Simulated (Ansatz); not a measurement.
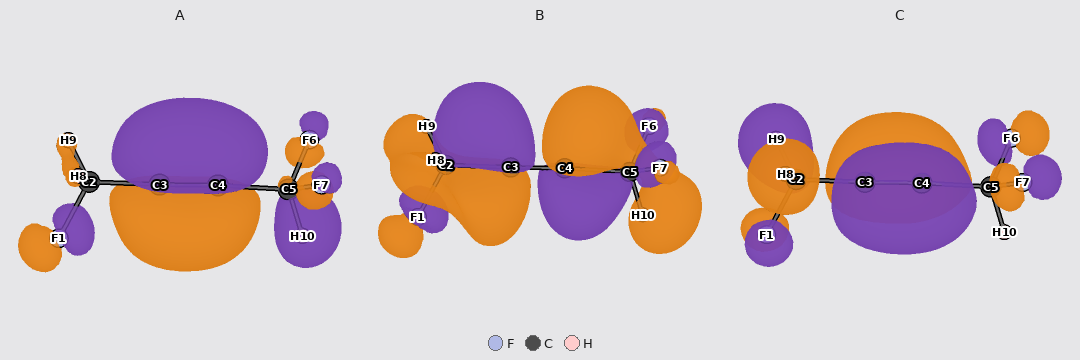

*C4H3F3 (SMILES FCC#CC(F)F). Three frontier orbitals at ±0.08 Å⁻³ᐟ² (orange and purple are the two phases), in no order.*

Geometry: PBE0-D4/def2-TZVP.

These are results of Ansatz 0.2.0, RKS PBE0-D4/def2-TZVPP, not measurements.

```json
{"atom": "F", "x (Å)": "-2.8516", "y (Å)": "-0.1619", "z (Å)": "0.1670"}
{"atom": "C", "x (Å)": "-1.8417", "y (Å)": "0.6431", "z (Å)": "0.6470"}
{"atom": "C", "x (Å)": "-0.5420", "y (Å)": "0.1861", "z (Å)": "0.1917"}
{"atom": "C", "x (Å)": "0.5458", "y (Å)": "-0.1681", "z (Å)": "-0.1690"}
{"atom": "C", "x (Å)": "1.8369", "y (Å)": "-0.6482", "z (Å)": "-0.6413"}
{"atom": "F", "x (Å)": "2.4749", "y (Å)": "0.3121", "z (Å)": "-1.3541"}
{"atom": "F", "x (Å)": "2.6376", "y (Å)": "-0.9782", "z (Å)": "0.4013"}
{"atom": "H", "x (Å)": "-1.8822", "y (Å)": "0.6298", "z (Å)": "1.7406"}
{"atom": "H", "x (Å)": "-2.0227", "y (Å)": "1.6651", "z (Å)": "0.3000"}
{"atom": "H", "x (Å)": "1.7281", "y (Å)": "-1.5309", "z (Å)": "-1.2800"}
```

Q: Order the three orbitals by energy and name them.

A: A is the HOMO−1 (−8.98 eV). Its weight (Hirshfeld) is mainly on C3 (about 40 %) and C4 (about 40 %); π-bonding across C3–C4. C is the HOMO (−8.68 eV). Its weight (Hirshfeld) is mainly on C4 (about 40 %), C3 (about 35 %) and C2 (about 5 %); π-bonding across C4–C3. B is the LUMO (−0.58 eV). It lies mainly on C4 (about 25 %), C3 (about 25 %), C2 (about 15 %), C5 (about 10 %) and F1 (about 10 %).

Q: What is the HOMO–LUMO gap?

A: 8.10 eV between the orbital energies.
